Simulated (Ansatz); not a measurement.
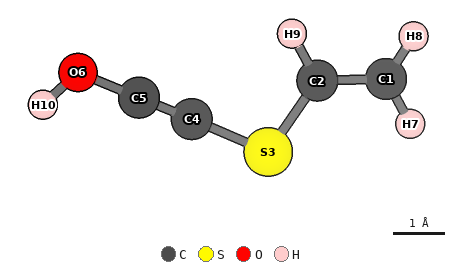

C4H4OS (coarse preliminary run), before the relaxation. The picture is a ball-and-stick view, seen from a free direction.

The start comes from a force field.

Method: RKS PBE-D4/def2-SVP (Ansatz 0.2.0).

The input:
```yaml
crystal:
  periodic: [false, false, false]
  atoms:
    - {symbol: C, position_ang: [0.335000, -2.551300, -0.628600]}
    - {symbol: C, position_ang: [0.106100, -1.252500, -0.218600]}
    - {symbol: S, position_ang: [0.314300, 0.098200, -1.292500]}
    - {symbol: C, position_ang: [0.054100, 1.336900, -0.180100]}
    - {symbol: C, position_ang: [-0.276900, 2.197800, 0.581800]}
    - {symbol: O, position_ang: [-0.566100, 3.191600, 1.458100]}
    - {symbol: H, position_ang: [0.610900, -2.736300, -1.654500]}
    - {symbol: H, position_ang: [0.172600, -3.323900, 0.029700]}
    - {symbol: H, position_ang: [-0.184800, -1.056900, 0.855100]}
    - {symbol: H, position_ang: [-0.482200, 4.045200, 1.052700]}
basis:
  gaussian: {orbitals: def2-SVP}
hamiltonian: {xc: pbe, dispersion: d4}
relax: {f_tol: 0.03, max_steps: 200}
```

Run as
```bash
ansatz run in.yaml --threads 4 --pin off --events-out ev --progress --plain --max-ram 10444MiB
```

> Where does the relaxation end?

After 16 accepted moves (18 points after the start) the energy has fallen by 11.2 kcal/mol. The largest force component goes from 4.2 to 0.023 eV/Å. The line search rejected the trial steps at points 4, 10 of the run. The forces were under the threshold at step 15, but the run went on from there. The atom that moves furthest after the best rigid fit is H10 (0.73 Å). By element the largest moves are H 0.73 Å, O 0.45 Å, C 0.27 Å, S 0.16 Å. Some distances before and after: C1–H8 1.028 → 1.100 Å, C5–O6 1.356 → 1.307 Å, C2–S3 1.738 → 1.779 Å, C1–C2 1.381 → 1.346 Å. Among the angles between lasting bonds that change: C2–S3–C4 98.3° → 103.1°, S3–C2–H9 118.9° → 114.2°, C1–C2–H9 119.2° → 123.0°.

Step by step:

| step | E − E(0), kcal/mol | largest force component, eV/Å | note |
| --- | --- | --- | --- |
| 0 | 0.00 | 4.2022 |  |
| 1 | -6.81 | 1.3550 |  |
| 2 | -7.29 | 0.4511 |  |
| 3 | -7.82 | 0.4491 |  |
| 4 | -7.79 | 1.4543 | rejected |
| 5 | -8.38 | 0.3133 |  |
| 6 | -9.06 | 0.3920 |  |
| 7 | -10.03 | 0.4386 |  |
| 8 | -10.14 | 0.6377 |  |
| 9 | -10.69 | 0.3683 |  |
| 10 | -10.62 | 0.4968 | rejected |
| 11 | -10.85 | 0.1657 |  |
| 12 | -11.06 | 0.1291 |  |
| 13 | -11.07 | 0.2006 |  |
| 14 | -11.13 | 0.1086 |  |
| 15 | -11.16 | 0.0286 |  |
| 16 | -11.16 | 0.0314 |  |
| 17 | -11.17 | 0.0658 |  |
| 18 | -11.17 | 0.0234 |  |

The structure at the end:

```xyz
10

C     0.4066   -2.5639   -0.6166
C     0.0703   -1.3270   -0.2075
S     0.1522    0.0950   -1.2738
C    -0.1959    1.3725   -0.2340
C    -0.4141    2.3836    0.4330
O    -0.7614    3.4345    1.1289
H     0.7736   -2.7679   -1.6349
H     0.3151   -3.4171    0.0719
H    -0.2961   -1.1090    0.8088
H     0.0327    3.8482    1.5272
```

The end point in the same view:

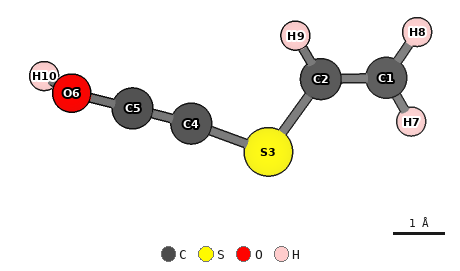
